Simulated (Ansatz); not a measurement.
# C₃H₄FN: reading failed and doubtful runs

Aim: try 3 inputs for C₃H₄FN as typed, read how each ends, and find what has to change.

Method: the settings change from run to run; program: Ansatz 0.2.0, Gaussian basis.

**1. The molecule**

The geometry comes from an earlier relaxation with PBE0-D4 in a triple-zeta def2 set; it is a stationary point, not always the lowest conformer.

SMILES `NC1(F)C=C1`, 9 atoms, charge 0, spin multiplicity 1.

Atoms are counted from 1 here; the program's logs count them from 0.

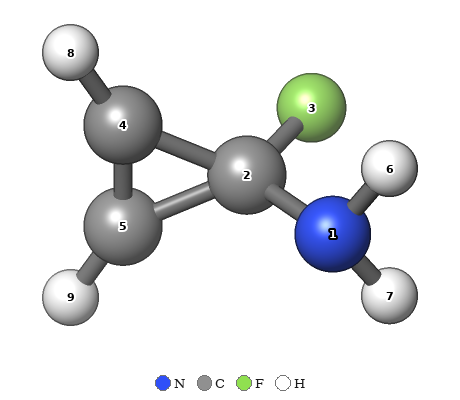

The geometry (nitrogen blue, carbon grey, fluorine green, hydrogen white); atoms are numbered from 1 in the order of the file.

Geometry (Å):

```mol
C3H4FN
  3D, bonds by distance, orders not assigned

  9  9  0  0  0  0  0  0  0  0999 V2000
   -0.3773    0.8771   -1.0130 N   0  0
    0.1376   -0.1612   -0.2102 C   0  0
    0.8370   -1.1059   -0.9865 F   0  0
   -0.5022   -0.6731    0.9946 C   0  0
    0.5965    0.0020    1.1630 C   0  0
   -1.0098    0.5058   -1.7118 H   0  0
    0.3718    1.3549   -1.4997 H   0  0
   -1.3136   -1.2409    1.4192 H   0  0
    1.3486    0.3948    1.8272 H   0  0
  1  2  8  0
  2  3  8  0
  2  4  8  0
  4  5  8  0
  1  6  8  0
  1  7  8  0
  4  8  8  0
  5  9  8  0
  2  5  8  0
M  END
```

**2. Input 1**

File in.yaml:

```yaml
crystal:
  periodic: [false, false, false]
  atoms:
    - {symbol: N, position_ang: [-0.377310, 0.877133, -1.012959]}
    - {symbol: C, position_ang: [0.137619, -0.161245, -0.210192]}
    - {symbol: F, position_ang: [0.837017, -1.105861, -0.986536]}
    - {symbol: C, position_ang: [-0.502185, -0.673050, 0.994605]}
    - {symbol: C, position_ang: [0.596536, 0.002040, 1.162960]}
    - {symbol: H, position_ang: [-1.009786, 0.505791, -1.711779]}
    - {symbol: H, position_ang: [0.371765, 1.354895, -1.499691]}
    - {symbol: H, position_ang: [-1.313582, -1.240925, 1.419193]}
    - {symbol: H, position_ang: [1.348626, 0.394822, 1.827197]}
basis:
  gaussian: {orbitals: def2-SVP}
magnetization: {spin_polarized: true, initial_magnetization: 4}
hamiltonian: {xc: {name: wB97M-V}}
scf: {lower_state_search: full}
output: {forces: true}
```

Run with:

```
> ansatz run in.yaml --threads 2 --pin off --events-out ev --progress --plain --max-ram 4352MiB
```

What it wrote (excerpt; [...] marks lines left out):

```text
Functional definition: wB97M-V
  name "wB97M-V"
  cite "Mardirossian & Head-Gordon, J. Chem. Phys. 144, 214110 (2016) doi:10.1063/1.4952647"
  cite "Becke, J. Chem. Phys. 107, 8554 (1997) doi:10.1063/1.475007"
  cite "Vydrov & Van Voorhis, J. Chem. Phys. 133, 244103 (2010) doi:10.1063/1.3521275"
  # Of w^i u^j: cxij and so on, Table III.
[...]
  gx(w, u) = 1 - cx + cx01*u + cx10*w
  gss(w, u) = css00 + css04*u^4 + css10*w + css20*w^2 + css43*w^4*u^3
  gos(w, u) = cos00 + cos10*w + (cos20 + cos21*u)*w^2 + (cos60 + cos61*u)*w^6
[...]
      + integral(e_c_pw_mod_opposite_spin*gos(b97_w_opposite, b97_u_opposite)) + vv10(b, c)
917 factors; integrals over basis functions are off by at most 1.0e-3 eV
222 factors; integrals over basis functions are off by at most 6.4e-6 eV
[...]
mean field -7359.30052291 eV, -270.4493059041 hartree, gradient 2.5e-5 eV, S^2 6.010357; 10 other end points of the search recorded, 0 dependent functions left out
[...]
reference -7359.30055653 eV, -270.4493071395 hartree; 21, 17 occupied and 69, 73 virtual orbitals, 917 factors
Total energy: -7359.30055653 eV, -270.4493071395 hartree
Atom 0 at    -0.377310     0.877133    -1.012959 Å, force     0.952653    -1.945957     1.580348 eV/Å
Atom 1 at     0.137619    -0.161245    -0.210192 Å, force     0.795733    -1.665817     1.487154 eV/Å
Atom 2 at     0.837017    -1.105861    -0.986536 Å, force    -0.886611     1.339954     0.407034 eV/Å
Atom 3 at    -0.502185    -0.673050     0.994605 Å, force    -9.804140    -6.078050    -1.310110 eV/Å
Atom 4 at     0.596536     0.002040     1.162960 Å, force     9.809713     5.972789     1.695342 eV/Å
Atom 5 at    -1.009786     0.505791    -1.711779 Å, force    -3.639831    -0.790722    -2.363647 eV/Å
Atom 6 at     0.371765     1.354895    -1.499691 Å, force     2.766828     3.148048    -1.380219 eV/Å
Atom 7 at    -1.313582    -1.240925     1.419193 Å, force    -0.192179    -0.110261    -0.087801 eV/Å
Atom 8 at     1.348626     0.394822     1.827197 Å, force     0.197835     0.130016    -0.028101 eV/Å
Dipole moment:    -0.072232    -0.088251     0.823851 e Å
```

Wall time 87 s (2 threads of Arm Neoverse V1, shared host); peak memory 0.39 GiB.

What is wrong: The run converged, but a converged run isn't a right one. The spin is set far too high for this molecule. It asks for 4 unpaired electrons; the ground state has 0. Its energy belongs to an excited spin state, not the ground state. Fix: set initial_magnetization back to that of the ground state.

**3. Input 2**

File in.yaml:

```yaml
crystal:
  periodic: [false, false, false]
  atoms:
    - {symbol: N, position_ang: [-0.377310, 0.877133, -1.012959]}
    - {symbol: C, position_ang: [0.137619, -0.161245, -0.210192]}
    - {symbol: F, position_ang: [0.837017, -1.105861, -0.986536]}
    - {symbol: C, position_ang: [-0.502185, -0.673050, 0.994605]}
    - {symbol: C, position_ang: [0.596536, 0.002040, 1.162960]}
    - {symbol: H, position_ang: [-1.009786, 0.505791, -1.711779]}
    - {symbol: H, position_ang: [0.371765, 1.354895, -1.499691]}
    - {symbol: H, position_ang: [-1.313582, -1.240925, 1.419193]}
    - {symbol: H, position_ang: [1.348626, 0.394822, 1.827197]}
basis:
  gaussian: {orbitals: def2-TZVPD, nuclear_model: gaussian, point_charges: [{charge: -1.00, position_ang: [5.089, 0.399, 0.511]}]}
total_charge: -2
hamiltonian: {xc: {name: PBE-QIDH}}
output: {forces: true}
```

Launched as before.

What it wrote (excerpt; [...] marks lines left out):

```text
Functional definition: PBE-QIDH
  name "PBE-QIDH"
  cite "Brémond, Sancho-García, Pérez-Jiménez & Adamo, J. Chem. Phys. 141, 031101 (2014) doi:10.1063/1.4890314"
  cite "Perdew, Burke & Ernzerhof, Phys. Rev. Lett. 77, 3865 (1996) doi:10.1103/PhysRevLett.77.3865"
[...]
1502 factors; integrals over basis functions are off by at most 8.6e-4 eV
[...]
a density is far from that of the atoms, so the factors are made again for it
1628 factors; integrals over basis functions are off by at most 8.0e-4 eV
[...]
mean field -7353.50766034 eV, -270.2364221310 hartree, gradient 2.1e-6 eV, S^2 0.000000; 3 other end points of the search recorded, 0 dependent functions left out; unrestricted orbitals would lower it
5 core orbitals not correlated: weight in the atoms' cores, before any rotation towards them, 1.000 or more for the frozen orbitals, at most 0.000 for the correlated occupied ones
[...]
Total energy: -7363.42232784 eV, -270.6007794411 hartree
Atom 0 at    -0.377310     0.877133    -1.012959 Å, force     0.054976     0.035262     0.079289 eV/Å
Atom 1 at     0.137619    -0.161245    -0.210192 Å, force    -0.059737    -0.049328    -0.015721 eV/Å
Atom 2 at     0.837017    -1.105861    -0.986536 Å, force    -0.037033    -0.054257    -0.033554 eV/Å
Atom 3 at    -0.502185    -0.673050     0.994605 Å, force    -0.773686    -0.284785     0.303952 eV/Å
Atom 4 at     0.596536     0.002040     1.162960 Å, force     0.293648     0.165339     0.111905 eV/Å
Atom 5 at    -1.009786     0.505791    -1.711779 Å, force    -0.187000     0.022229    -0.088216 eV/Å
Atom 6 at     0.371765     1.354895    -1.499691 Å, force     0.039434     0.038321    -0.078954 eV/Å
Atom 7 at    -1.313582    -1.240925     1.419193 Å, force     0.199191     0.101319    -0.141145 eV/Å
Atom 8 at     1.348626     0.394822     1.827197 Å, force    -0.060032    -0.094381    -0.232931 eV/Å
Dipole moment:     2.311338     0.672350    -0.294668 e Å
```

Run time: 54 s. Hardware: 2 threads of Arm Neoverse V1, shared host; peak memory 0.82 GiB.

What is wrong: The run converged, but a converged run isn't a right one. The charge is far from anything that the molecule holds. It asks for charge -2; the species has 0. Its energy belongs to another ion. To mend it, type the charge that the molecule really has, and remove the point charge.

**4. Input 3**

File in.yaml:

```yaml
crystal:
  periodic: [false, false, false]
  atoms:
    - {symbol: N, position_ang: [-0.830082, 1.929693, -2.228509]}
    - {symbol: C, position_ang: [0.302762, -0.354740, -0.462422]}
    - {symbol: F, position_ang: [1.841436, -2.432894, -2.170379]}
    - {symbol: C, position_ang: [-1.104807, -1.480711, 2.188130]}
    - {symbol: C, position_ang: [1.312380, 0.004488, 2.558513]}
    - {symbol: H, position_ang: [-2.221530, 1.112741, -3.765914]}
    - {symbol: H, position_ang: [0.817882, 2.980769, -3.299319]}
    - {symbol: H, position_ang: [-2.889880, -2.730035, 3.122226]}
    - {symbol: H, position_ang: [2.966977, 0.868609, 4.019834]}
basis:
  gaussian: {orbitals: def2-mTZVP, fitting: {mean_field: def2-universal-jkfit}, nuclear_model: gaussian}
magnetization: {spin_polarized: true, initial_magnetization: 0}
hamiltonian: {xc: {name: B97M-V}}
accuracy: high
output: {forces: true}
```

The command is unchanged.

What it wrote:

```text
Functional definition: B97M-V
  name "B97M-V"
  cite "Mardirossian & Head-Gordon, J. Chem. Phys. 142, 074111 (2015) doi:10.1063/1.4907719"
  cite "Becke, J. Chem. Phys. 107, 8554 (1997) doi:10.1063/1.475007"
  cite "Vydrov & Van Voorhis, J. Chem. Phys. 133, 244103 (2010) doi:10.1063/1.3521275"
  # Of w^i u^j: cxij and so on, Table III.
  parameter cx00 = 1.000
  parameter cx01 = 1.308
  parameter cx02 = 1.901
  parameter cx10 = 0.416
  parameter cx11 = 3.070
  parameter css00 = 1.000
  parameter css02 = -1.855
  parameter css10 = -5.668
  parameter css32 = -20.497
  parameter css42 = -20.364
  parameter cos00 = 1.000
  parameter cos01 = 1.573
  parameter cos03 = -6.298
  parameter cos10 = 2.535
  parameter cos32 = -6.427
  parameter b = 6.0
  parameter c = 0.01
  gx(w, u) = cx00 + cx01*u + cx02*u^2 + (cx10 + cx11*u)*w
  gss(w, u) = css00 + css02*u^2 + css10*w + (css32*w^3 + css42*w^4)*u^2
  gos(w, u) = cos00 + cos01*u + cos03*u^3 + cos10*w + cos32*w^3*u^2
  exchange = spin_sum(e_x_unif_s*gx(b97_w, b97_u_x))
  correlation = spin_sum(e_c_pw_mod_same_spin*gss(b97_w, b97_u_same))
      + integral(e_c_pw_mod_opposite_spin*gos(b97_w_opposite, b97_u_opposite)) + vv10(b, c)
451 factors; integrals over basis functions are off by at most 1.6e0 eV
mean field evaluation 1: about -7307.1352 eV, gradient 7.3e1 eV
mean field evaluation 2: about -6415.5522 eV, gradient 2.1e2 eV
mean field evaluation 4: about -6670.7412 eV, gradient 1.8e2 eV
mean field evaluation 8: about -7340.8469 eV, gradient 1.2e0 eV
mean field evaluation 16: about -7345.4986 eV, gradient 3.8e0 eV
Error: SIGTERM received: run cancelled behind 26 evaluations of the mean field
```

It took 1.7 min on 2 threads of Arm Neoverse V1, shared host.

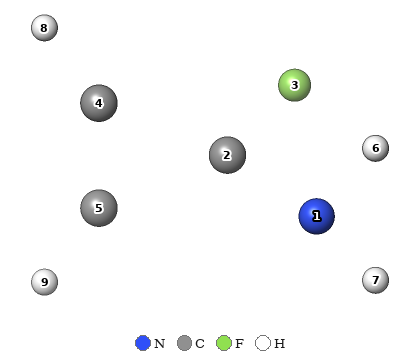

The geometry of this input.

**Diagnosis.** Time ran out. The geometry is stretched to more than twice its size. The shortest distance is 2.23 Å (N1–H6), against 1.01 Å in the relaxed molecule. Fix: use the relaxed coordinates.

**5. Summary**

| input | level | ended | cause | time |
| --- | --- | --- | --- | --- |
| 1 | wB97M-V/def2-SVP | converged | the spin is set far too high for this molecule | 87 s |
| 2 | PBE-QIDH/def2-TZVPD | converged | the charge is far from anything that the molecule holds | 54 s |
| 3 | B97M-V/def2-mTZVP | timeout | the geometry is stretched to more than twice its size | 1.7 min |

**Reading.** 2 converged, 1 timeout. The dangerous case is the input that converges on a wrong geometry, charge, spin, basis or grid: often only a look at the input shows it.
